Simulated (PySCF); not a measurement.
C2H5ClSi2, SMILES C#C[SiH2][SiH2]Cl at its B3LYP/def2-SVP optimised geometry (Å):

```
10

C      2.3681     1.2188     0.0000
C      1.1500     1.2188     0.0000
Si    -0.6865     1.1426    -0.0069
Si    -1.3501    -1.1096    -0.2069
Cl    -3.4433    -1.1567    -0.2169
H      3.4433     1.2283     0.0006
H     -1.2201     1.9266    -1.1567
H     -1.2203     1.7117     1.2630
H     -0.8583    -1.7144    -1.4763
H     -0.8650    -1.9266     0.9405
```

Method: B3LYP/def2-TZVP (PySCF).

Map of the electrostatic potential (hartree/e), clipped to [-0.08, 0.12] on the plane z = 1.0 Å:

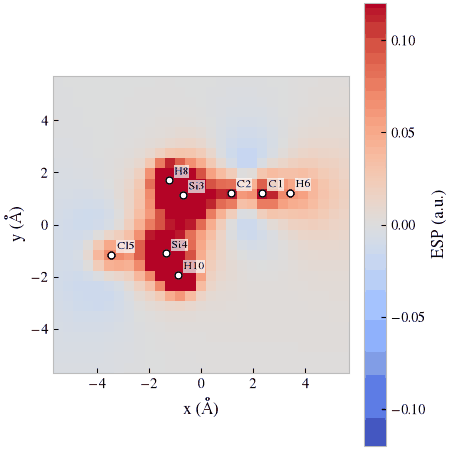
*Electrostatic potential (hartree/e), clipped to [-0.08, 0.12] on the plane z = 1.0 Å.*
